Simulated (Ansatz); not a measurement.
# MgZrO3 (built on the sites of a database entry of BaZrO3): from the cell to its phonons

Aim: the vibrations of MgZrO3 (built on the sites of a database entry of BaZrO3), their spectra, and whether the structure is stable.

Calculated with Ansatz 0.2.0; DFT PBEsol, scalar-relativistic, plane waves, PAW.

The structure was built from a prototype and need not be the compound's stable phase.

**1. The structure**

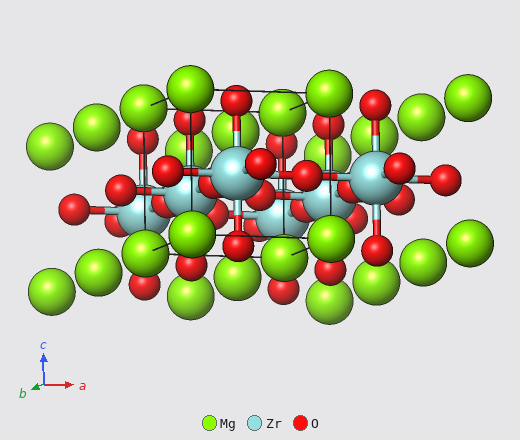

Start, viewed slightly off an axis; magnesium green, zirconium light teal, oxygen red. 2×3×1 cells are drawn. Some periodic images of atoms are drawn too.

**2. Rough relaxation**

The start is far from rest, so a relaxation with loose tolerances brings it close first.

Input file input.yaml:

```yaml
crystal:
  lattice:
    - [3.58829, 0.0, 0.0]
    - [0.0, 3.58829, 0.0]
    - [0.0, 0.0, 3.58829]
  atoms:
    - { symbol: Mg, position: [0.0, 0.0, 0.0] }
    - { symbol: Zr, position: [0.5, 0.5, 0.5] }
    - { symbol: O, position: [0.0, 0.5, 0.5] }
    - { symbol: O, position: [0.5, 0.0, 0.5] }
    - { symbol: O, position: [0.5, 0.5, 0.0] }
kpoints:
  mp_grid: { grid: [6, 6, 6] }
hamiltonian:
  xc: pbesol
scf:
  occupations: { method: gaussian, width: 0.1 }
output:
  forces: true
  stress: true
  eigenvalues: true
relax:
  adjacent_minimum: "off"
  f_tol: 0.05
  max_steps: 80
  cell: { stress_tol: 0.5 }
```

Started as:

```console
$ ansatz run input.yaml --threads 8 --pin off --max-ram 14336MiB --backend cpu --events-out ev --progress --plain --runs-dir out
```

Numbers of over 12 decimals in the logs are rounded to 6 here.

The log of the run:

```text
The last accepted step is kept in <dir> (removed where the run ends without a failure and the disk answers)
Engine: ansatz 0.2.0, aarch64-unknown-linux-gnu
Pseudopotentials: kind: paw
Pseudopotential: Mg, paw, valence charge 10, recommended cutoff 420 eV (normal), Mg.paw.azcp
Pseudopotential: Zr, paw, valence charge 12, recommended cutoff 420 eV (normal), Zr.paw.azcp
[...]
F+E_penalty+E_count = -7728.29357298 eV   max|allowed force component| = 9.981e-30 eV/Å   (the final SCF, on the basis selected at the relaxed cell)
  cell:  # Å, volume = 67.5307 Å³
    - [4.072244, 0, 0]
    - [0, 4.072244, 0.0]
    - [0, 0.0, 4.072244]
  atoms:
    - { symbol: Mg, position: [0, 0, 0] }
    - { symbol: Zr, position: [0.5, 0.5, 0.5] }
    - { symbol: O, position: [0, 0.5, 0.5] }
    - { symbol: O, position: [0.5, 0, 0.5] }
    - { symbol: O, position: [0.5, 0.5, 0] }
[key lines of the parts left out:]
SCF converged after 5 iterations
Free energy (F): -7728.293573 eV
Fermi energy:    7.693810 eV
P = ⅓ Tr σ = 0.0464 GPa (0.464 kbar)
```

The job ended after 3.1 s (8 threads of Arm Neoverse V2, shared host; peak memory 0.42 GiB; 17 s of CPU time).

Relaxation path:

```
step  energy less that of the first step (eV)  largest force component (eV/Å)  pressure (GPa)  volume (Å³)
   1                                   0.0000                          0.0000          138.37        46.20
   2                                  -4.2537                          0.0000           62.65        53.29
   3                                  -5.9881                          0.0000           15.10        61.01
   4                                  -6.1330                          0.0000            2.48        63.95
   5                                  -6.1352                          0.0000           -0.06        64.60
  6*                                  -6.6225                          0.0000            8.21        64.60
   7                                  -6.6810                          0.0000            1.75        66.85
   8                                  -6.6811                          0.0000            0.02        67.53
  9*                                  -6.6955                          0.0000            0.05        67.53
```

Relaxation steps marked * repeat the geometry before them on a plane-wave basis chosen anew for their cell, so energy and pressure can jump there.

The run keeps the 48 symmetry operations that it works with, so distortions that break them were not tested.

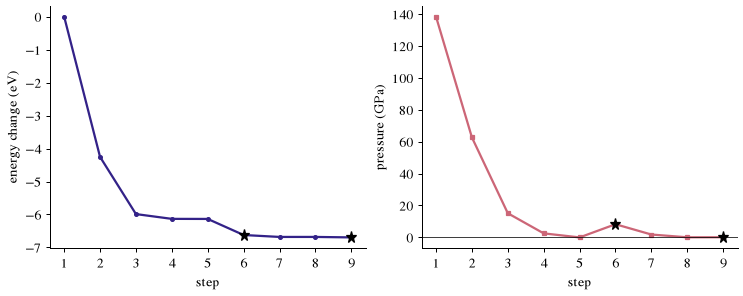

Energy and pressure along the relaxation. Stars mark steps on a basis chosen anew.

```
     cell as run  before  after   change
           a (Å)   3.588  4.072  +13.5 %
           b (Å)   3.588  4.072  +13.5 %
           c (Å)   3.588  4.072  +13.5 %
volume (Å³/atom)    9.24  13.51  +46.2 %
```

A gap read on the k-mesh alone can miss the band edges.

Numbers from this step:

```yaml
pressure: 0.04639 GPa
volume_per_atom: 13.51 Å³
gap_on_the_k_mesh: 0.7651 eV
direct_gap_on_mesh: 1.073 eV
```

In this step the volume went from 9.24 to 13.51 Å³/atom.

**3. Relaxation**

Harmonic phonons are second derivatives at a point where the forces vanish, and they are wanted at zero stress, so atoms and cell are relaxed first.

Input file input.yaml:

```yaml
crystal:
  lattice:
    - [4.0722439007, 0.0, 0.0]
    - [0.0, 4.0722439007, 0.0]
    - [0.0, 0.0, 4.0722439007]
  atoms:
    - { symbol: Mg, position: [0.0, 0.0, 0.0] }
    - { symbol: Zr, position: [0.5, 0.5, 0.5] }
    - { symbol: O, position: [0.0, 0.5, 0.5] }
    - { symbol: O, position: [0.5, 0.0, 0.5] }
    - { symbol: O, position: [0.5, 0.5, 0.0] }
kpoints:
  mp_grid: { grid: [6, 6, 6] }
hamiltonian:
  xc: pbesol
scf:
  occupations: { method: gaussian, width: 0.02 }
output:
  forces: true
  stress: true
  eigenvalues: true
  write_density: true
  write_potential: true
  elf: true
  volumetric_format: npy
relax:
  adjacent_minimum: "off"
  f_tol: 0.005
  max_steps: 80
  cell: { stress_tol: 0.05 }
```

The log of the run:

```text
[...]
Crystal: 5 atoms, lattice volume = 67.531 Å³
Basis set: ecut = 420 eV, 1357 PW (Γ), exchange–correlation on 60×60×60 points (8 copies of the dense FFT grid, shifted against one another)
Bands: 25, of which v1, the nominal top of the filled ones, is band 20 counted from 1 (19 counted from 0)
Symmetry: 48 space group operations
[...]
k-points: 20 of 216
[...]
SCF iter   1: F=—  HF=-7728.318292 eV  |F-HF|=—  |Δ(HF+E_count)|=         —  Δρ=1.35e-2  dr2=1.02e-1  ethr=1.77e-3  ⟨swp⟩=6.3  Hψ=2253  notcnv=0
[...]
SCF iter   6: F=-7728.293573 eV  HF=-7728.293573 eV  |F-HF|=1.00e-8  |Δ(HF+E_count)|=   5.99e-7  Δρ=1.01e-5  dr2=4.25e-8  ethr=2.50e-10  ⟨swp⟩=10.3  Hψ=3569  notcnv=0
SCF 1 converged in 6 iterations: F = -7728.293573 eV  dr2 = 4.25e-8
[...]
relax step   1: F+E_penalty+E_count = -7728.29357296 eV  Δ(F+E_penalty+E_count) = +0.000e0 eV  max|allowed force component| = 3.396e-29 eV/Å  Δτ_max = 0.0000 Å  P = +0.046 GPa  Ω = 67.531 Å³  (6 SCF iters, dr2 threshold 1.00e-7 eV, accepted)
[...]
SCF iter   6: F=-7728.293573 eV  HF=-7728.293573 eV  |F-HF|=1.82e-12  |Δ(HF+E_count)|=  2.18e-11  Δρ=1.65e-7  dr2=4.86e-12  ethr=1.00e-12  ⟨swp⟩=5.2  Hψ=2071  notcnv=0
SCF 2 converged in 6 iterations: F = -7728.293573 eV  dr2 = 4.86e-12
relax step   2: F+E_penalty+E_count = -7728.29357298 eV  Δ(F+E_penalty+E_count) = -1.560e-8 eV  max|allowed force component| = 3.855e-29 eV/Å  Δτ_max = 0.0000 Å  P = +0.046 GPa  Ω = 67.531 Å³  stress off target by 4.64e-2 GPa  SCF on the basis re-selected at this cell (its energy is not comparable with the rows above)  (6 SCF iters)
[...]
SCF converged after 6 iterations
Free energy (F): -7728.293573 eV
[...]
Internal energy: -7728.293573 eV  (E = F + TS)
E sigma→0 (E₀):  -7728.293573 eV
Fermi energy:    7.680961 eV
[...]
--- Stress (GPa, compression-positive) ---
        0.046372      -0.000000       0.000000
       -0.000000       0.046372       0.000000
        0.000000       0.000000       0.046372
  P = ⅓ Tr σ = 0.0464 GPa (0.464 kbar)
--- Band table (eV; the first three rows and the last of 20) ---
  k-point 0: bands = [... 16 lower, 6.2577, 6.9901, 6.9901, 6.9901, 8.0632, 11.0940, 11.0940, 11.0940, ... 1 higher]
  k-point 1: bands = [... 16 lower, 6.0412, 6.1421, 6.9475, 6.9475, 8.7776, 11.1366, 11.6877, 11.6877, ... 1 higher]
  k-point 2: bands = [... 16 lower, 5.7261, 5.9232, 6.9191, 6.9191, 10.0885, 11.2250, 12.8097, 12.8097, ... 1 higher]
  k-point 19: bands = [... 16 lower, 3.7701, 7.2981, 7.2981, 7.2981, 9.5718, 15.0049, 15.0049, 15.0049, ... 1 higher]
--- Relaxed structure (1 steps of the walk, 1 accepted, 1 SCFs on fresh bases) ---
[...]
cell:  # Å, volume = 67.5307 Å³
    - [4.0722439007, 0.0, 0.0]
    - [0.0, 4.0722439007, 0.0]
    - [0.0, 0.0, 4.0722439007]
  atoms:
    - { symbol: Mg, position: [0.0, 0.0, 0.0] }
    - { symbol: Zr, position: [0.5, 0.5, 0.5] }
    - { symbol: O, position: [0.0, 0.5, 0.5] }
    - { symbol: O, position: [0.5, 0.0, 0.5] }
    - { symbol: O, position: [0.5, 0.5, 0.0] }
```

It took 0.96 s on 8 threads; peak memory 0.42 GiB; 5.2 s of CPU time.

Little changed from the start: no atom moved by 0.005 Å and no cell edge by 0.1 %.

Numbers from this step:

* pressure: 0.04637 GPa

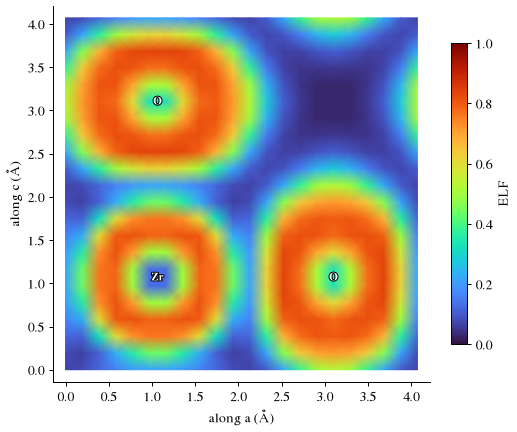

ELF in the ac plane at fractional y = 0.500, with atoms of Zr and O within 0.2 Å of it. It is the smooth field of the valence electrons, not physical close to the nuclei. The map starts off the cell's origin, so that atoms lie inside it.

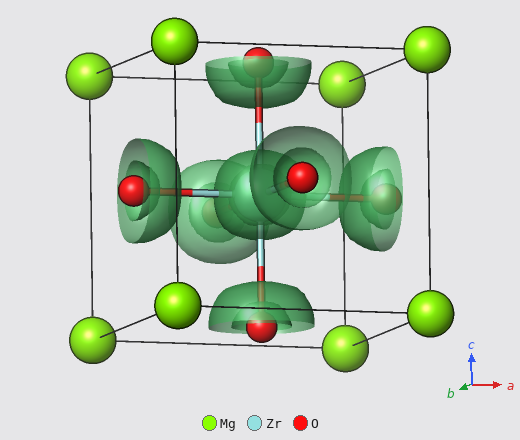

Surface of ELF = 0.76.

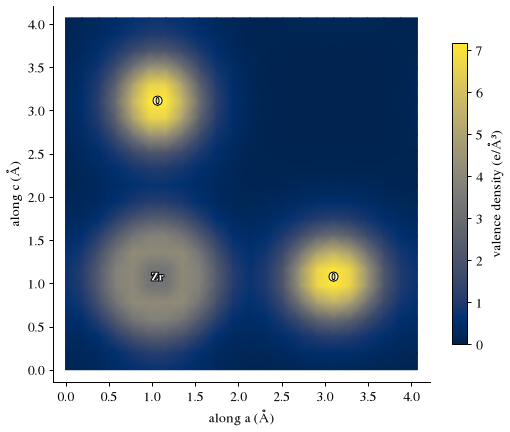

Valence density in the ac plane at fractional y = 0.500, with atoms of Zr and O within 0.2 Å of it. It is the smooth field of the valence electrons, not physical close to the nuclei. The map starts off the cell's origin, so that atoms lie inside it.

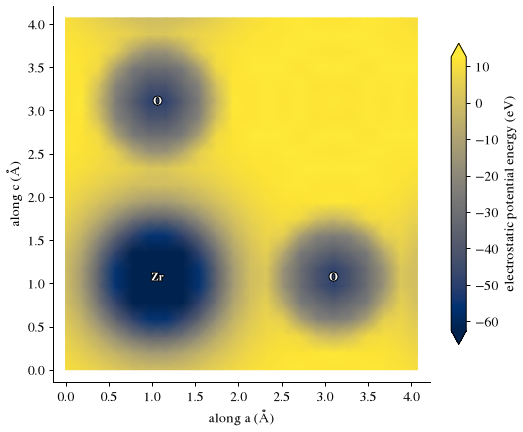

Electrostatic potential energy in the ac plane at fractional y = 0.500, with atoms of Zr and O within 0.2 Å of it. With pseudopotentials it is smooth inside the atoms' cores, unlike the true potential. The map starts off the cell's origin, so that atoms lie inside it.

In this step the volume went from 13.51 to 13.51 Å³/atom.

**4. Relaxing to small forces for the phonons, k-mesh 8×8×8**

Phonons need a cell at rest on their own settings, so the relaxation is repeated with tight tolerances on forces and stress, using the mesh and the filling of the phonon run that follows.

input.yaml, the sections that differ from step 3:

```yaml
kpoints:
  mp_grid: { grid: [8, 8, 8] }
scf:
  occupations: { method: fixed }
output:
  forces: true
  stress: true
  eigenvalues: true
relax:
  adjacent_minimum: "off"
  f_tol: 0.001
  max_steps: 60
  cell: { stress_tol: 0.01 }
# crystal, hamiltonian: as in step 3
```

The log of the run:

```text
[...]
Crystal: 5 atoms, lattice volume = 67.531 Å³
Basis set: ecut = 420 eV, 1357 PW (Γ), exchange–correlation on 60×60×60 points (8 copies of the dense FFT grid, shifted against one another)
Bands: 25, of which v1, the nominal top of the filled ones, is band 20 counted from 1 (19 counted from 0)
Symmetry: 48 space group operations
[...]
k-points: 35 of 512
[...]
--- Relaxed structure (3 steps of the walk, 3 accepted, 1 SCFs on fresh bases) ---
[...]
cell:  # Å, volume = 67.5482 Å³
    - [4.072594, 0, 0]
    - [0, 4.072594, 0.0]
    - [0, 0.0, 4.072594]
  atoms:
    - { symbol: Mg, position: [0, 0, 0] }
    - { symbol: Zr, position: [0.5, 0.5, 0.5] }
    - { symbol: O, position: [0, 0.5, 0.5] }
    - { symbol: O, position: [0.5, 0, 0.5] }
    - { symbol: O, position: [0.5, 0.5, 0] }
[key lines of the parts left out:]
SCF converged after 5 iterations
Free energy (F): -7728.294044 eV
Fermi energy:    7.294567 eV
P = ⅓ Tr σ = 0.0015 GPa (0.015 kbar)
```

Run time: 2 s. Hardware: 8 threads; peak memory 0.46 GiB; 13 s of CPU time.

Little changed from the start: no atom moved by 0.005 Å and no cell edge by 0.1 %.

Numbers from this step:

```yaml
pressure: 0.001462 GPa
gap_on_the_k_mesh: 0.7650 eV
direct_gap_on_mesh: 1.074 eV
```

The forces vanish by symmetry and the pressure is 0.001 GPa, within the tolerances set. The cell now holds 13.51 Å³/atom.

**5. A first phonon run**

The phonons are first tried on the mesh that the gap suggested.

Input file input.yaml:

```yaml
crystal:
  lattice:
    - [4.0725944006, 0.0, 0.0]
    - [0.0, 4.0725944006, 0.0]
    - [0.0, 0.0, 4.0725944006]
  atoms:
    - { symbol: Mg, position: [0.0, 0.0, 0.0] }
    - { symbol: Zr, position: [0.5, 0.5, 0.5] }
    - { symbol: O, position: [0.0, 0.5, 0.5] }
    - { symbol: O, position: [0.5, 0.0, 0.5] }
    - { symbol: O, position: [0.5, 0.5, 0.0] }
kpoints:
  mp_grid: { grid: [8, 8, 8] }
hamiltonian:
  xc: pbesol
scf:
  occupations: { method: fixed }
output:
  eigenvalues: true
phonons:
  method: dfpt
  dielectric: true
  rigid_motions: translations
```

The log of the run:

```text
[...]
Crystal: 5 atoms, lattice volume = 67.548 Å³
Basis set: ecut = 420 eV, 1357 PW (Γ), exchange–correlation on 60×60×60 points (8 copies of the dense FFT grid, shifted against one another)
Bands: 25, of which v1, the nominal top of the filled ones, is band 20 counted from 1 (19 counted from 0)
Symmetry: 48 space group operations
k-points: 170 of 512 (irreducible under 2 space group operations, time reversal used)
[...]
optical modes at Γ + LO–TO along q̂ = [1.0000, 0.0000, 0.0000]:
      ω (cm⁻¹)  modes    IR ((D/Å)²/amu)
[...]
optical modes at Γ + LO–TO along q̂ = [0.0000, 1.0000, 0.0000]:
      ω (cm⁻¹)  modes    IR ((D/Å)²/amu)
[...]
optical modes at Γ + LO–TO along q̂ = [0.0000, 0.0000, 1.0000]:
      ω (cm⁻¹)  modes    IR ((D/Å)²/amu)
[...]
181.75      2             9.7363
        279.21      1             7.2009
        640.28      2            65.6051
        817.62      1            50.0801
[key lines of the parts left out:]
SCF converged after 8 iterations
Free energy (F): -7728.294044 eV
Fermi energy:    7.294564 eV
```

Run time: 31 s. Hardware: 8 threads; peak memory 1.4 GiB.

This step gave:

| Quantity | Value |
| --- | --- |
| sum-rule residual before enforcement | 1.69e-4 eV/Å² |
| miss of the charge sum rule | 0.004269 e |
| estimated error of the dielectric tensor | 0.02199 |
| estimated error of the Born charges | 0.05223 e |
| point group | m-3m |
| highest optical mode at the zone centre (no LO-TO term) | 640.3 cm⁻¹ |
| lowest optical zone-centre mode | -257.9 cm⁻¹ |
| mean high-frequency dielectric constant | 5.213 |
| largest Born charge (third of the trace) | 5.827 e |
| top of the zone-centre spectrum with the field | 817.6 cm⁻¹ |

The highest optical mode at Γ without the field comes at 640.3 cm⁻¹, but the log warns of the mesh: “the force constants stand on the 8×8×8 k-mesh, whose period is 13.29 times the interband length at k = (0.0000, 0.0000, 0.0000), direct gap 1.074 eV, under 14: take them and everything formed from them as unconverged”.

**6. Tight relaxation, k-mesh 12×12×12**

The k mesh is raised to 12×12×12 since a zone-centre run on the first mesh warned that it was too coarse for the force constants, and the cell is relaxed again on it.

input.yaml, the sections that differ from step 5:

```yaml
kpoints:
  mp_grid: { grid: [12, 12, 12] }
output:
  forces: true
  stress: true
  eigenvalues: true
relax:
  adjacent_minimum: "off"
  f_tol: 0.001
  max_steps: 60
  cell: { stress_tol: 0.01 }
# crystal, hamiltonian, scf: as in step 5
# phonons: removed
```

The log of the run:

```text
[...]
Crystal: 5 atoms, lattice volume = 67.548 Å³
Basis set: ecut = 420 eV, 1357 PW (Γ), exchange–correlation on 60×60×60 points (8 copies of the dense FFT grid, shifted against one another)
Bands: 25, of which v1, the nominal top of the filled ones, is band 20 counted from 1 (19 counted from 0)
Symmetry: 48 space group operations
[...]
k-points: 84 of 1728
[...]
cell:  # Å, volume = 67.5482 Å³
    - [4.0725944006, 0.0, 0.0]
    - [0.0, 4.0725944006, 0.0]
    - [0.0, 0.0, 4.0725944006]
  atoms:
    - { symbol: Mg, position: [0.0, 0.0, 0.0] }
    - { symbol: Zr, position: [0.500000, 0.500000, 0.500000] }
    - { symbol: O, position: [0.0, 0.500000, 0.500000] }
    - { symbol: O, position: [0.500000, 0.0, 0.500000] }
    - { symbol: O, position: [0.500000, 0.500000, 0.0] }
[key lines of the parts left out:]
SCF converged after 7 iterations
Free energy (F): -7728.294213 eV
Fermi energy:    7.294432 eV
P = ⅓ Tr σ = 0.0027 GPa (0.027 kbar)
```

Wall time 2.2 s (8 threads); peak memory 0.5 GiB; 15 s of CPU time.

Little changed from the start: no atom moved by 0.005 Å and no cell edge by 0.1 %.

Numbers from this step:

| Item | Value |
| --- | --- |
| pressure | 0.002749 GPa |
| gap on the k-mesh | 0.7652 eV |

The forces vanish by symmetry and the pressure is 0.003 GPa, within the tolerances set. The cell now holds 13.51 Å³/atom.

[end of part 1 of 3]

[Logs are printed without paths, hosts, clocks, repeated set-up lines and the standing remarks that a program may print on its own settings, such as how far it seeks lower states.]

[Hosts, paths, dates, database ids (printed as entryN), source tags and the programs' standing remarks are cut or masked in the printed files.]
